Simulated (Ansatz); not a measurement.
# F₂H₂NOTa (SMILES [NH]=[Ta]([OH])([F])[F]): what the fields show

```xyz
7

N    -0.7986    1.0064    0.6176
Ta   -0.0717   -0.1278   -0.5125
O     1.2899   -1.0875    0.3882
F    -1.3925   -1.3270   -1.1161
F     0.6795    0.8311   -1.9490
H    -1.2405    1.6679    1.2322
H     1.5952   -1.0312    1.2939
```

Geometry: PBE0-D4/def2-TZVP; core potentials replace the inner electrons of Ta.

The calculation used RKS PBE0-D4/def2-TZVPP in Ansatz.

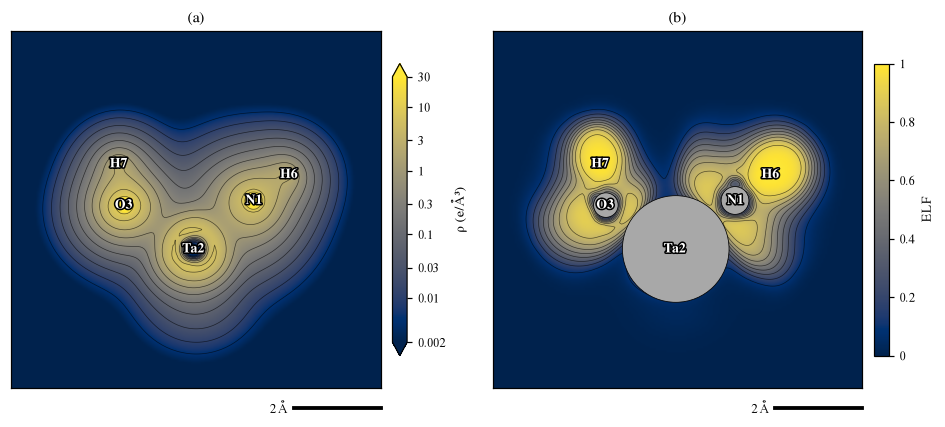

Figure 1. (a) electron density; (b) electron localisation function on the plane of atoms Ta2, O3 and H7. Grey discs cover the atomic cores in the ELF map.

Describe what can be read from this map.

Atoms in the plane: N, Ta, O and H.
Ta–N (1.76 Å): the density is about 1.5 e/Å³ at the midpoint; the ELF peaks at about 0.75 in the valence shell of N, 0.5 Å from its nucleus, and drops to about 0.30 between the two atoms.
Ta–O (1.89 Å): the density is about 1.1 e/Å³ at the midpoint; the ELF peaks at about 0.85 in the valence shell of O, 0.5 Å from its nucleus, and drops to about 0.25 between the two atoms.
O–H (0.96 Å): the density is about 3.8 e/Å³ at the midpoint; the ELF climbs to about 1 towards the hydrogen, as it does in any bond to H (an ordinary covalent bond to hydrogen).
N–H (1.01 Å): the density is about 2.9 e/Å³ at the midpoint; the ELF climbs to about 1 towards the hydrogen; a covalent bond by its length.

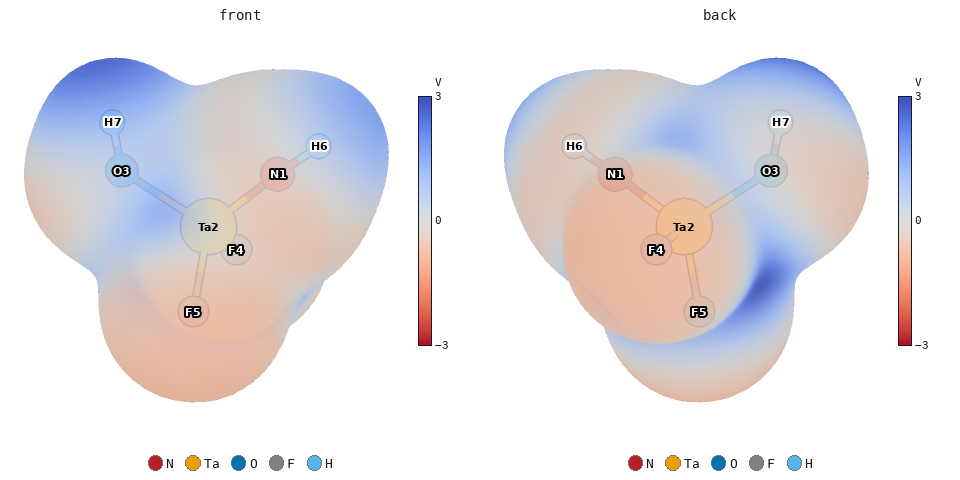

Figure 2. The molecular electrostatic potential painted on the density surface at 0.001 e/bohr³, seen from the front and from behind; the colour scale runs from red (negative) to blue (positive).

Describe the electrostatic potential map.

The most negative region (about −0.9 V) lies over F4 and F5, the most positive (about +2.5 V) over Ta2 and H7.

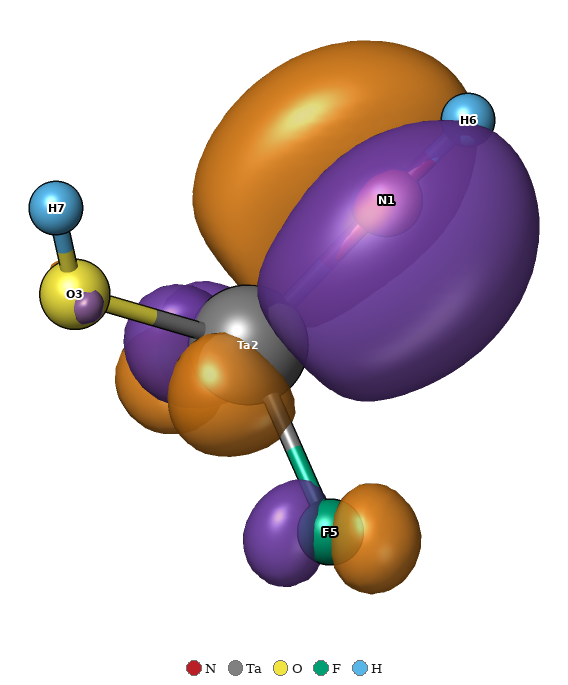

Figure 3. The HOMO at ±0.1 Å⁻³ᐟ² (orange and purple are the two phases), seen at a tilt.

What is the character of this orbital?

Its weight (Hirshfeld) is mainly on N1 (about 65 %) and Ta2 (about 25 %). Its energy is −8.19 eV.

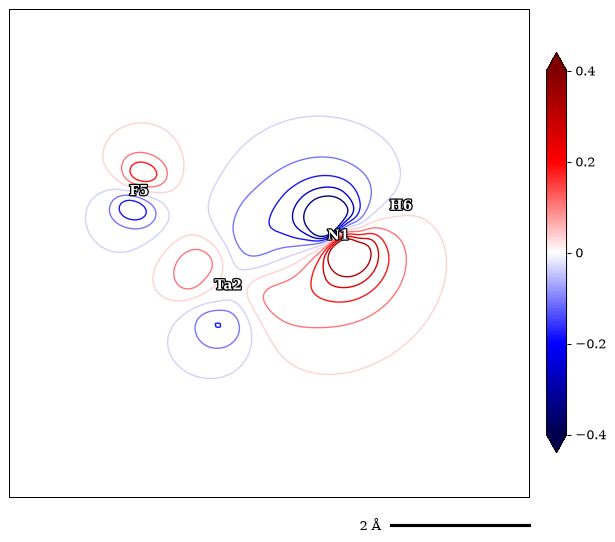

Figure 4. The HOMO−1 on the plane of atoms N1, Ta2 and F5 (values in Å⁻³ᐟ²; the overall sign is arbitrary).

Where does this orbital lie, and at what energy?

It lies mainly on N1 (about 60 %) and Ta2 (about 25 %). Its energy is −8.29 eV.
